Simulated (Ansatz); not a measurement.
# Run report: H$_{2}$O, single-point calculation

H$_{2}$O, computed with RKS PBE-QIDH (frozen core)/def2-TZVPP (Ansatz 0.2.0).

The geometry comes from this level: PBE0-D4/def2-TZVP.

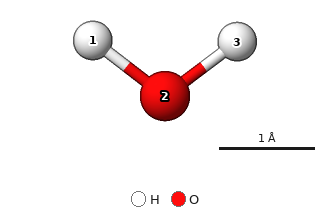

The input geometry (ball-and-stick view, seen on its broad side; atoms are numbered from 1 in the order of the input). Bond lengths as drawn: H–O 0.96 Å.

## Key numbers

- outcome: converged
- total energy: −2078.2040 eV
- mean-field energy: −2075.5844 eV
- SCF solution under orbital rotations: stable
- hardware: 8 threads of Arm Neoverse V1, 23 GiB of memory available, shared host
- peak memory: 0.73 GiB

## Input
```yaml
crystal:
  periodic: [false, false, false]
  atoms:
    - {symbol: H, position_ang: [1.230358, 1.957630, 0.563933]}
    - {symbol: O, position_ang: [0.425611, 1.836574, 0.055486]}
    - {symbol: H, position_ang: [-0.252829, 2.303705, 0.547727]}
basis:
  gaussian: {orbitals: def2-TZVPP}
hamiltonian: {xc: {name: PBE-QIDH}}
```

Run as:
```bash
ansatz run in.yaml --threads 8 --pin off --events-out ev --progress --plain --max-ram 19148MiB
```

## Log
```
Functional definition: PBE-QIDH
  name "PBE-QIDH"
  cite "Brémond, Sancho-García, Pérez-Jiménez & Adamo, J. Chem. Phys. 141, 031101 (2014) doi:10.1063/1.4890314"
  cite "Perdew, Burke & Ernzerhof, Phys. Rev. Lett. 77, 3865 (1996) doi:10.1103/PhysRevLett.77.3865"
  parameter a = 3^(-1/3)
  parameter c = 1/3
  exchange = (1 - a)*pbe_x + a*exact_x
  correlation = (1 - c)*pbe_c + c*(mp2_os + mp2_ss)
361 factors; integrals over basis functions are off by at most 7.6e-4 eV
mean field evaluation 1: about -2073.2590 eV, gradient 3.8e1 eV
mean field evaluation 2: about -2073.2588 eV, gradient 3.8e1 eV
mean field evaluation 4: about -2075.5818 eV, gradient 8.9e-1 eV
mean field evaluation 8: about -2075.5844 eV, gradient 6.0e-3 eV
mean field evaluation 16: about -2075.5844 eV, gradient 2.2e-6 eV
mean field -2075.58435443 eV, -76.2763181438 hartree, gradient 2.2e-6 eV, S^2 0.000000; 0 other end points of the search recorded, 0 dependent functions left out
1 core orbitals not correlated: weight in the atoms' cores, before any rotation towards them, 1.000 or more for the frozen orbitals, at most 0.000 for the correlated occupied ones
reference -2075.58435992 eV, -76.2763183456 hartree; 4, 4 occupied and 54, 54 virtual orbitals, 361 factors
second order -7.85899127 eV of doubles, -0.00000000 eV of singles
Total energy: -2078.20402368 eV, -76.3725892130 hartree
```
